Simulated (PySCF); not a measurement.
**C₅H₁₂Si₂: electronic excitations**

Aim: predict the electronic excitations of C₅H₁₂Si₂ (`C1[SiH2]C(C2CC2)[SiH2]1`).

Programs: PySCF 2.14.0, with density-fitted response routines of our own. Each step states its level of theory. These are calculated values for one molecule in the gas phase, unless marked as measured. Atoms count from 0, in the outputs and in this text.

**1. Starting geometry**

19 atoms, charge 0, multiplicity 1; geometry from: GFN2-xTB.

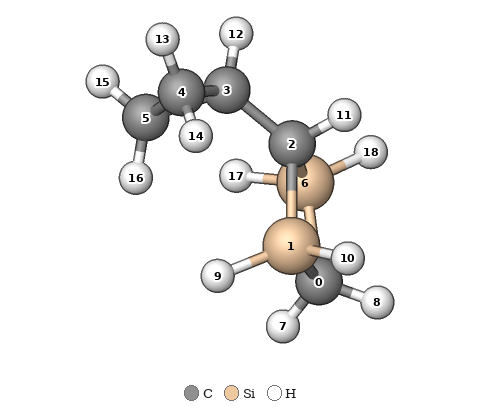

The starting geometry (carbon grey, silicon light orange, hydrogen white), atoms numbered; sticks join atoms by distance.

**2. Excited states and response: PBE0/def2-SVPD**

What the job is given:

```
{"job": {"kind": "uv", "xc": "PBE0", "basis": "def2-SVPD", "nstates": 8, "ntriplets": 3}, "charge": 0, "multiplicity": 1}
C     -2.398234    -0.162979    -0.651661
Si    -1.088166     1.218338    -0.421474
C     -0.201282     0.043390     0.823078
C      1.278720    -0.207288     0.729415
C      2.221342     0.848050     0.234113
C      1.951548    -0.370267    -0.597696
Si    -1.381841    -1.418282     0.379020
H     -2.593117    -0.453933    -1.679867
H     -3.362369     0.078945    -0.212540
H     -0.376399     1.537398    -1.661340
H     -1.568072     2.469963     0.172451
H     -0.407672     0.388101     1.841972
H      1.656037    -0.841019     1.527571
H      3.189391     0.946720     0.703074
H      1.797963     1.786067    -0.093022
H      2.735544    -1.106641    -0.696441
H      1.352605    -0.253383    -1.487699
H     -0.732811    -2.456109    -0.423825
H     -2.082989    -2.037822     1.507409
```

Level: TDDFT PBE0/def2-SVPD, vertical, gas phase, core orbitals frozen in the response.

The run is started by

```sh
$ OMP_NUM_THREADS=1 python probes_run.py task.json out
```

The driver reads the jobs from task.json and runs them one after another.

Predict these results of the whole session: lowest singlet (PBE0/def2-SVPD); brightest single state of those computed; lowest triplet.

The runs gave:

| quantity | value |
| --- | --- |
| lowest singlet (PBE0/def2-SVPD) | 5.85 eV (212 nm), f = 0.016 |
| brightest single state of those computed | state 5, 6.90 eV, f = 0.070 |
| lowest triplet | 5.54 eV |

In words: The first singlet state (HOMO→LUMO 0.94) lies at 5.85 eV and is weak; of the 8 states computed, the strongest absorption comes from state 5 at 6.90 eV (the last state computed is bright too, and its partners may lie past the list). The lowest triplet lies 0.30 eV below the lowest singlet (triplets in Tamm-Dancoff, singlets in full TDDFT).
